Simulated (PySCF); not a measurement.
NMR shielding calculation of C5H9NOSi

- system: C5H9NOSi
- method: GIAO PBE0/pcSseg-1 NMR shielding, non-relativistic, gas phase (PySCF 2.14.0)

The geometry comes from this level: GFN2-xTB. Figures and captions count atoms from 1; the log counts them from 0 in places.

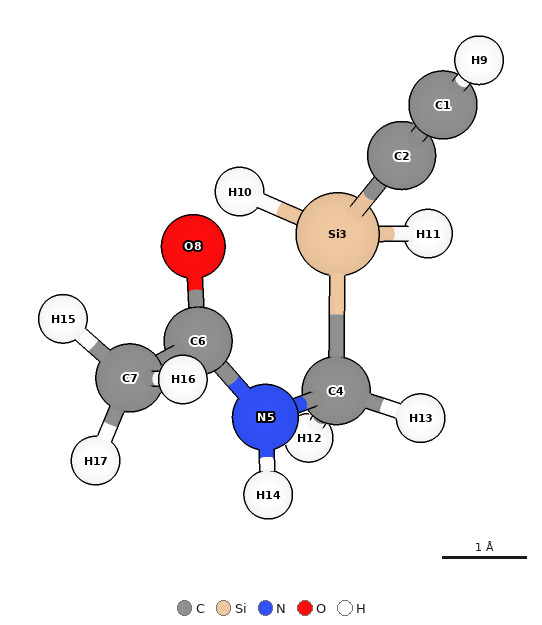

**Figure 1.** The structure as given in the input (ball-and-stick view, seen at a tilt; atoms are numbered from 1 in the order of the input).

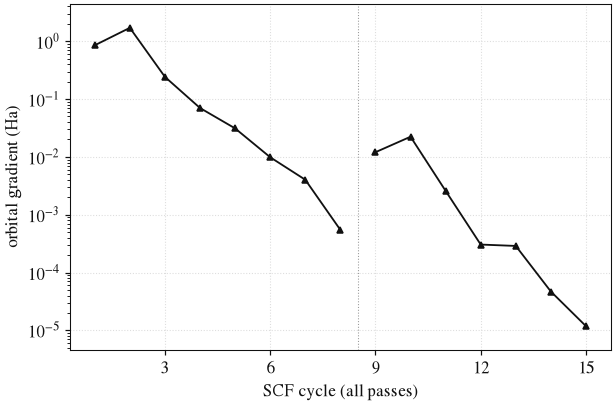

**Figure 2.** Convergence of the self-consistent field: orbital gradient against the SCF cycle. The dotted line marks the change from a coarse to the final integration grid. The first 8 cycles use a coarse grid, the final grid takes over at cycle 9, and the field converges after 15 cycles in all.

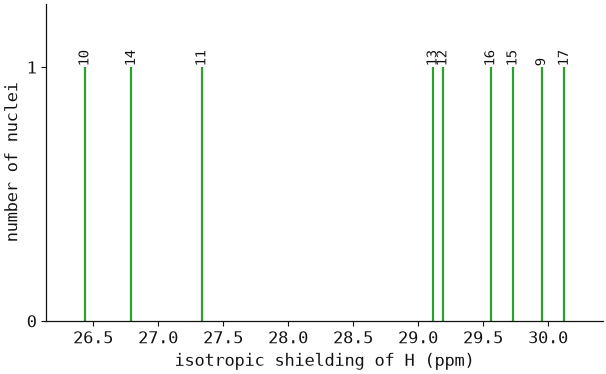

**Figure 3.** Isotropic shieldings of the hydrogen nuclei in this fixed geometry, labelled by atom number; shielding grows to the right, so chemical shift grows to the left. The least shielded is H10 (26.4 ppm), the most shielded H17 (30.1 ppm).

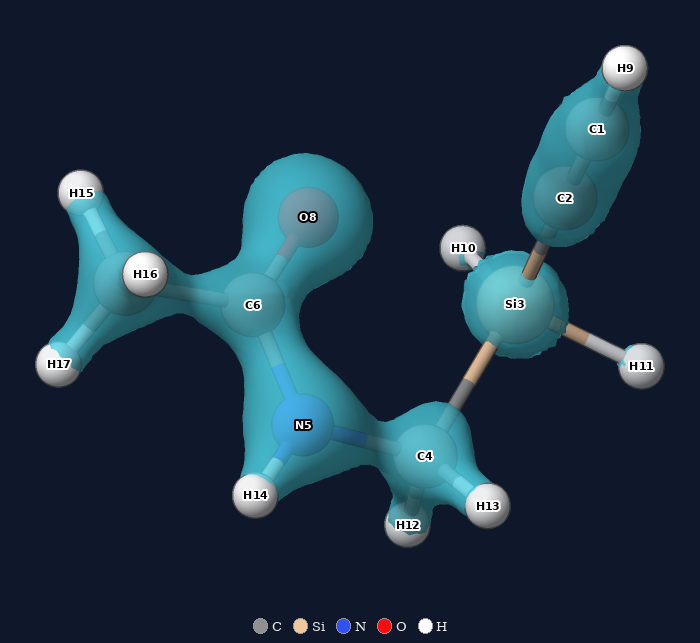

**Figure 4.** Isosurface of the electron density at 1.5 e/Å³ (cyan), seen at a tilt. At this value the surface falls into five separate pieces. It is pinched off along the C–Si (1.85 Å) contacts. On the grid the lowest density along these lines, outside the cores, is 2.8 e/Å³ (C–C, 1.20 Å), 2.8 e/Å³ (C–O, 1.22 Å), 2.3 e/Å³ (C–N, 1.33 Å) and 0.77 e/Å³ (C–Si, 1.85 Å).

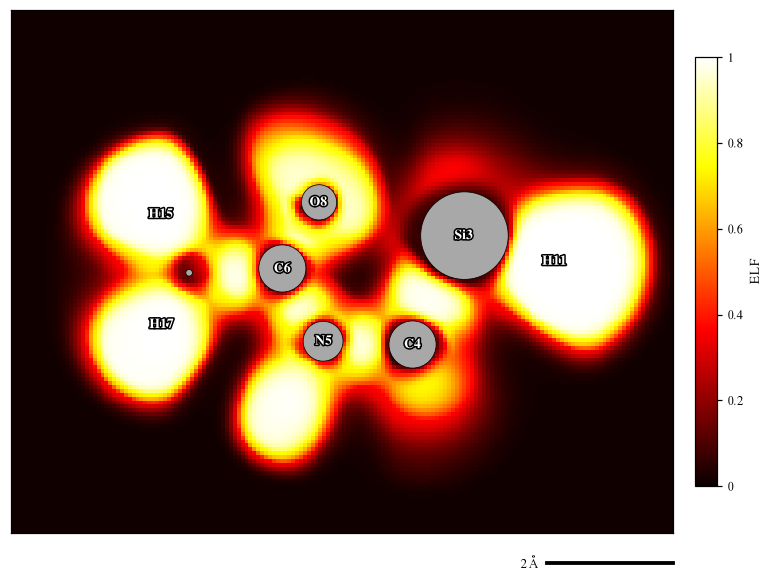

**Figure 5.** ELF on the plane of atoms C4, Si3 and H11. Grey discs, where drawn, cover atomic cores. Atoms in the plane: Si, C, N, O and H. C–O (1.22 Å): the ELF peaks at about 0.85 between the atoms (a double or triple bond). C–N (1.44 Å): the ELF peaks at about 0.95 between the atoms, which marks a covalent bond. C–Si (1.93 Å): the ELF peaks at about 1 between the atoms, which marks a covalent bond.

The input and output of the run follow.

## The input
```
{"job": {"kind": "nmr", "xc": "PBE0", "basis": "pcSseg-1"}, "charge": 0, "multiplicity": 1}
C     -2.024231     2.308919    -0.950175
C     -1.954908     1.258436    -0.371520
Si    -1.836286    -0.362316     0.514417
C     -0.561851    -1.497596    -0.381923
N      0.788709    -0.994611    -0.320791
C      1.095970     0.053659     0.443453
C      2.534888     0.506470     0.402142
O      0.250574     0.614366     1.126361
H     -2.086733     3.231475    -1.452833
H     -1.828560    -0.411675     1.969951
H     -3.099117    -1.037305     0.100437
H     -0.591502    -2.496187     0.062595
H     -0.844263    -1.604667    -1.431177
H      1.500991    -1.441576    -0.877583
H      2.731397     1.160096     1.246820
H      2.702967     1.066139    -0.516668
H      3.214958    -0.341598     0.426584
```

The first line tells a small driver script what to run in PySCF; the rest is the geometry in Å.

Run as:
```bash
OMP_NUM_THREADS=1 python <driver script> task.json out
```

## Output
```
coarse grid: 14784 points
cycle   1  E = -614.6127665925  dE =  1.118e+00  |g| = 8.525e-01  |ddm| = 3.748e+00
cycle   2  E = -614.1735785257  dE =  4.392e-01  |g| = 1.709e+00  |ddm| = 2.294e+00
cycle   3  E = -614.7526102477  dE = -5.790e-01  |g| = 2.423e-01  |ddm| = 1.730e+00
cycle   4  E = -614.7647367901  dE = -1.213e-02  |g| = 7.011e-02  |ddm| = 2.320e-01
cycle   5  E = -614.7656238428  dE = -8.871e-04  |g| = 3.114e-02  |ddm| = 6.704e-02
cycle   6  E = -614.7658266437  dE = -2.028e-04  |g| = 9.869e-03  |ddm| = 2.549e-02
cycle   7  E = -614.7658470476  dE = -2.040e-05  |g| = 4.027e-03  |ddm| = 8.546e-03
cycle   8  E = -614.7658507802  dE = -3.733e-06  |g| = 5.464e-04  |ddm| = 2.944e-03
final grid: 138520 points
cycle   9  E = -614.8227000065  dE = -2.505e-05  |g| = 1.205e-02  |ddm| = 3.066e-02
cycle  10  E = -614.8226327584  dE =  6.725e-05  |g| = 2.234e-02  |ddm| = 2.397e-02
cycle  11  E = -614.8227281087  dE = -9.535e-05  |g| = 2.587e-03  |ddm| = 1.714e-02
cycle  12  E = -614.8227296047  dE = -1.496e-06  |g| = 3.046e-04  |ddm| = 2.366e-03
cycle  13  E = -614.8227296066  dE = -1.833e-09  |g| = 2.883e-04  |ddm| = 3.858e-04
cycle  14  E = -614.8227296271  dE = -2.054e-08  |g| = 4.688e-05  |ddm| = 2.138e-04
cycle  15  E = -614.8227296277  dE = -5.502e-10  |g| = 1.182e-05  |ddm| = 5.347e-05
converged SCF energy = -614.8227296277

GIAO shielding tensors (ppm)
atom      isotropic    diamagn.    paramagn.     s11        s22        s33       span
  0 C       87.130     262.153    -175.023     -1.398     16.930    245.857    247.256
  1 C       95.371     259.119    -163.748     -8.771      5.399    289.486    298.257
  2 Si     435.406     877.204    -441.798    388.004    430.945    487.270     99.267
  3 C      156.801     250.923     -94.122    132.678    152.232    185.493     52.814
  4 N      141.124     330.992    -189.868     48.003    159.640    215.727    167.724
  5 C       12.843     251.969    -239.126    -63.892      6.000     96.421    160.314
  6 C      163.743     250.040     -86.297    139.858    156.796    194.575     54.717
  7 O      -60.482     406.521    -467.003   -340.886   -139.716    299.157    640.044
  8 H       29.950      33.975      -4.026     24.841     25.146     39.862     15.021
  9 H       26.436      27.773      -1.338     23.054     25.047     31.206      8.153
 10 H       27.335      26.555       0.780     24.009     25.277     32.720      8.711
 11 H       29.190      29.685      -0.495     23.680     27.844     36.046     12.365
 12 H       29.113      31.006      -1.893     24.890     27.355     35.095     10.205
 13 H       26.793      35.339      -8.546     19.778     29.135     31.467     11.689
 14 H       29.729      28.665       1.063     25.519     28.342     35.326      9.807
 15 H       29.558      29.800      -0.242     26.330     28.003     34.340      8.010
 16 H       30.124      29.103       1.021     25.981     29.303     35.089      9.107
```

## Results in brief

```tsv
quantity	value
outcome	converged
total energy	−614.822730 hartree
HOMO	−7.35 eV
LUMO	0.35 eV
dipole moment	4.77 D
isotropic shielding, C	12.8 to 163.7 ppm
isotropic shielding, Si	435.4 ppm
isotropic shielding, N	141.1 ppm
isotropic shielding, O	−60.5 ppm
isotropic shielding, H	26.4 to 30.1 ppm
hardware	1 CPU thread, shared host
wall time	63 s
peak memory	0.9 GiB
```
